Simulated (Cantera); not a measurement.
Feed: 1 mol Fe, 0.084 mol HCl, 0.074 mol H2, held at 1000 Pa.

Equilibrium computed with Cantera from the NASA thermochemical tables; the gas is ideal and each condensed phase is pure. Candidate condensed phases: Fe, FeCl2, FeCl3; 11 gas species. Equilibrium is a limit: real reactors are often held back by kinetics, nucleation or transport.

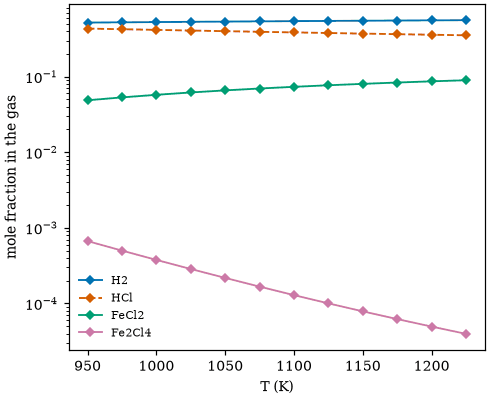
Figure. Equilibrium gas composition (values under 1e-9 drawn at 1e-9)

Read off the mole fractions at 975 K.

H2 about 0.52, HCl about 0.42, FeCl2 about 0.053, Fe2Cl4 about 0.00050.
